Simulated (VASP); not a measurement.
Band structure of Ge₃PbSe₄ (space group Pm). These are PBEsol GGA, VASP's PBE PAW potentials (set 64) (plane waves; VASP) values and carry that method's errors.

Without a dispersion term in the relaxation, distances and binding between the weakly bound layers, chains or molecules are unreliable, and so is what depends on them. Unless said otherwise, spin-orbit coupling is left out, though it shifts the bands of the heavy elements here.

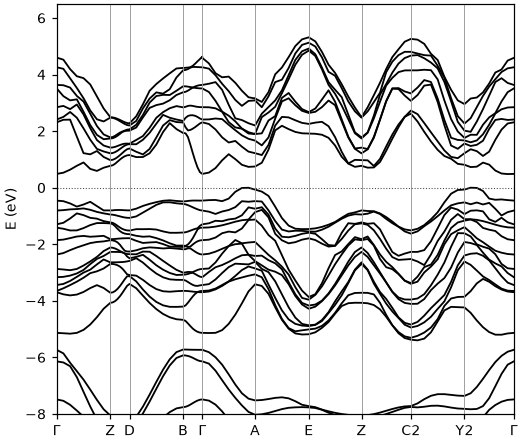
*Bands along high-symmetry lines, zero at the valence-band maximum or, without a gap, the Fermi level*

### Question
Read the plot: is there a gap, and where are the band edges?

### Answer
The gap is indirect, 0.48 eV, from the valence maximum at Y2-Γ at 0.12 to the conduction minimum at Y2-Γ at 0.88. (Edges off the drawn lines would not show.)

The structure comes from a computed database's Ge3PbSe4 entry (Pm); how it stands against other phases isn't given here. It was relaxed first, which changed the volume by -11 %.
